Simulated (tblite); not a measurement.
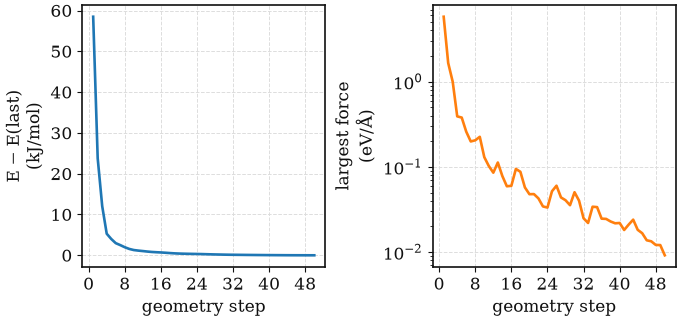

History of a geometry optimisation.

System: C5H8F3PS (SMILES C[P@](=S)(C1CC1)C(F)(F)F).
Method: GFN2-xTB geometry optimisation, gas phase in tblite.

How did the optimisation end?

Answer. The optimisation met its thresholds at geometry 50, counting the start as the first. The energy fell by about 58 kJ/mol from the first step to the last. The largest force goes from about 5.8 eV/Å at the start to 9 × 10⁻³ eV/Å at the end.
